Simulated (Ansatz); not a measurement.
```xyz
4

K     0.5489    1.3049   -1.2361
N     1.2184   -1.1177   -1.3897
P    -0.1562   -1.6752   -1.7906
H    -1.1677   -0.4187   -1.8698
```

Geometry: r2SCAN-D4/def2-TZVP.

All numbers below come from isolated molecule in a Gaussian basis; Kohn-Sham density functional theory, functional PBE0 in Ansatz.

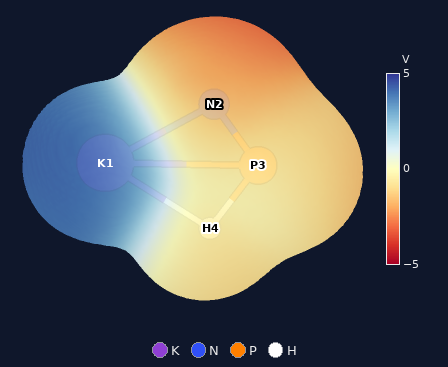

HKNP. The electrostatic potential painted on the density surface at 0.002 e/bohr³, seen across its widest extent; red is negative and blue positive.

Describe the electrostatic potential map.

Answer. The most negative region (about −2.8 V) lies over N2, the most positive (about +4.2 V) over K1. N2 is the likeliest acceptor of a hydrogen bond.

How polar is the molecule by this calculation?

Answer. Its dipole moment is 8.66 D.
